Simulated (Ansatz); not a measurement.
# Calculations on WHBrCl4F2

**1. Relaxation**

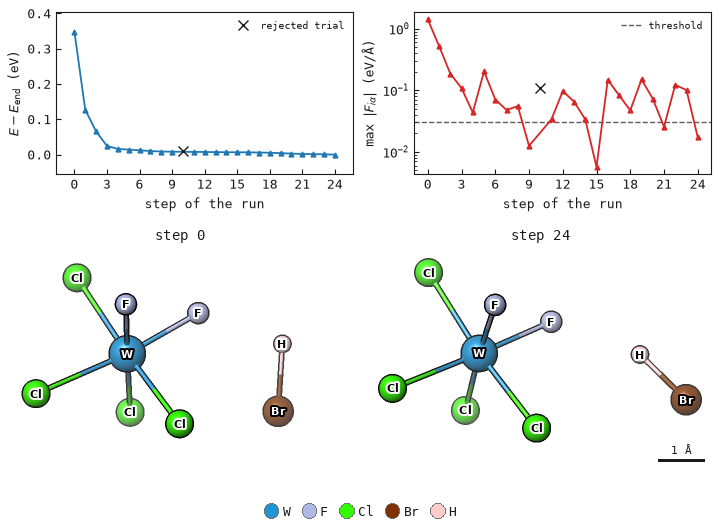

First and last geometry of a relaxation of WHBrCl4F2, with the history of the run. The picture is a ball-and-stick view, seen at a tilt.

The run prepares an end point of a later path (reaction) calculation, from a guessed geometry.

Method: Ansatz 0.2.0, RKS PBE/def2-SVP.

The input:
```yaml
crystal:
  periodic: [false, false, false]
  atoms:
    - { symbol: W, position_ang: [-0.068433, -0.018798, -0.238044] }
    - { symbol: F, position_ang: [0.091362, 0.111372, 1.619275] }
    - { symbol: Cl, position_ang: [2.219356, -0.109857, -0.486106] }
    - { symbol: Cl, position_ang: [-0.117788, 2.253778, -0.527946] }
    - { symbol: Cl, position_ang: [-2.368308, -0.065558, 0.104428] }
    - { symbol: F, position_ang: [-0.042182, -1.882704, 0.041623] }
    - { symbol: Cl, position_ang: [-0.392856, -0.420099, -2.487922] }
    - { symbol: Br, position_ang: [2.143408, 2.175984, 1.937421] }
    - { symbol: H, position_ang: [1.282542, 1.357582, 2.85737] }
basis:
  gaussian: { orbitals: def2-SVP }
hamiltonian:
  xc: pbe
relax:
  f_tol: 0.03
  max_steps: 50
```

Launched with:
```bash
ansatz run input.yaml --threads 4 --pin off --max-ram 5120MiB --backend cpu --events-out ev --progress --plain --runs-dir out
```

**What do the curves and the structures tell?**

It converged. The energy falls by 0.348 eV in 23 accepted moves (24 points after the start). Largest force component: 1.4 eV/Å at the start, 0.017 eV/Å at the end. The line search rejected the trial step at point 10 of the run. The forces were under the threshold at step 9, but the run went on from there. The atom that moves furthest after the best rigid fit is Br8 (1.16 Å). Largest moves by element: Br 1.16 Å, Cl 0.56 Å, F 0.45 Å, H 0.31 Å, W 0.19 Å. Among the contacts that change: Cl4–Br8 3.346 → 5.022 Å, Cl3–Br8 3.332 → 3.828 Å, Br8–H9 1.502 → 1.438 Å, W1–F2 1.869 → 1.900 Å. Bond angles that change, for instance: F2–W1–Cl7 173.2° → 177.2°, F2–W1–Cl4 93.4° → 89.5°, F2–W1–Cl3 91.4° → 88.1°.

**2. Relaxation**

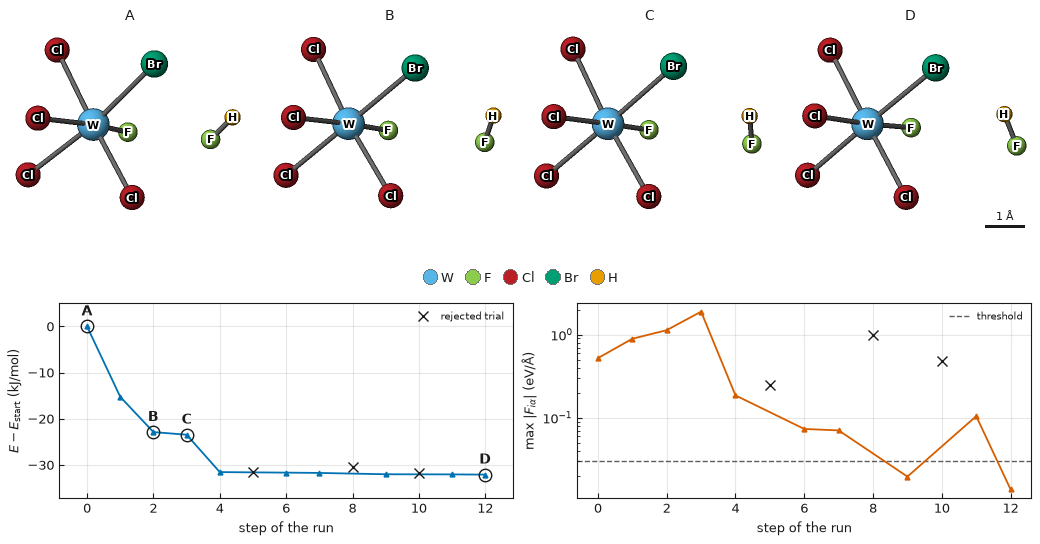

Frames of a relaxation of WHBrCl4F2, marked on the history of the run. Style: ball-and-stick. Shown at a tilt.

The run prepares an end point of a later path (reaction) calculation, from a guessed geometry.

The calculation used Ansatz, RKS PBE/def2-SVP. (no spin polarisation; force threshold 0.03 eV/Å; at most 50 steps)

Describe the path.

Answer. The atom that moves furthest after the best rigid fit is an F atom (0.70 Å). By element the largest moves are F 0.70 Å, H 0.26 Å, Cl 0.19 Å, Br 0.19 Å, W 0.16 Å. Near-neighbour distances that change, for instance: F–W 3.075 → 3.914 Å, Br–W 2.552 → 2.512 Å, Cl–W 2.334 → 2.315 Å, Cl–W 2.323 → 2.304 Å. Among the angles between lasting bonds that change: F–W–Br 101.9° → 87.5°, Cl–W–F 170.4° → 177.8°, Cl–W–Cl 85.9° → 92.6°. The energy falls by 32.1 kJ/mol in 9 accepted moves (12 points after the start). Largest force component: 0.52 eV/Å at the start, 0.014 eV/Å at the end. The line search rejected the trial steps at points 5, 8, 10 of the run. The forces were under the threshold at step 9, but the run went on from there. From step 0 to 2: an F atom moves most (0.39 Å), energy −22.9 kJ/mol. From step 2 to 3: an F atom moves most (0.19 Å), energy −0.57 kJ/mol. From step 3 to 12: the H atom moves most (0.23 Å), energy −8.64 kJ/mol.

Limits of the set-up: the start holds two separate molecules, 2.4 Å apart at their closest, whose relative position is a soft coordinate and is computed without a dispersion correction.

**3. Path**

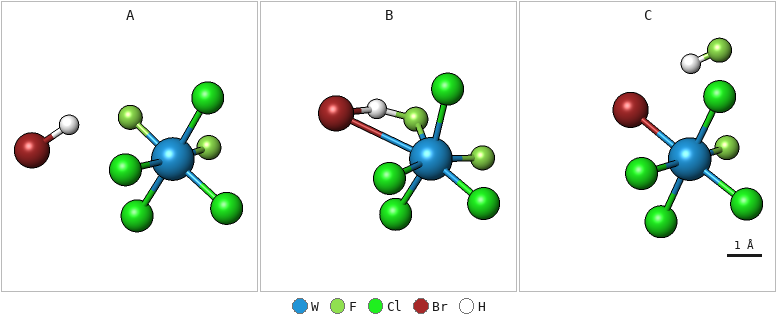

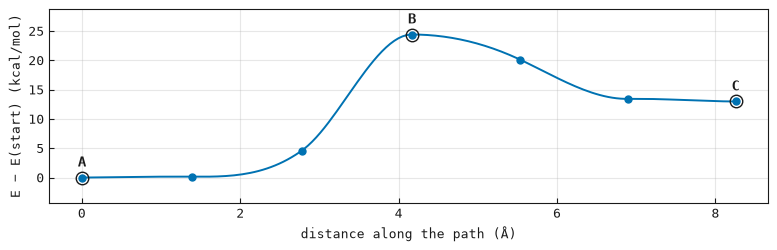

A nudged-elastic-band calculation for WHBrCl4F2. Images are numbered from 0 (start) to 6 (end). Frames A to C are images 0, 3, 6. A ball-and-stick model, seen from a free direction.

These are results of RKS PBE/def2-SVP (Ansatz), not measurements. Run with 5 movable images; climbing image; force threshold 0.05 eV/Å; iteration limit 60; starting path through a guess of the saddle point.

> Read off the barrier and say what moves.

Forward barrier 24.4 kcal/mol, backward barrier 11.4 kcal/mol, with image 3 at the top; the reaction energy is +13.0 kcal/mol. Breaking: Br–H (1.44 → 2.47 Å), F–W (1.90 → 3.91 Å). Forming: F–H (2.11 → 0.94 Å), Br–W (4.78 → 2.51 Å). The band converged in 26 iterations. The largest component of the band force went from 7.1 to 0.032 eV/Å. The climbing image converged on the top of the path. Its vibrational analysis gives one imaginary mode (253i cm⁻¹), as a transition state must have.

Cost: 6.7 min on 4 threads of Intel(R) Xeon(R) Platinum 8259CL CPU @ 2.50GHz (Skylake/Cascade Lake), on a shared host, peak memory 0.37 GiB.
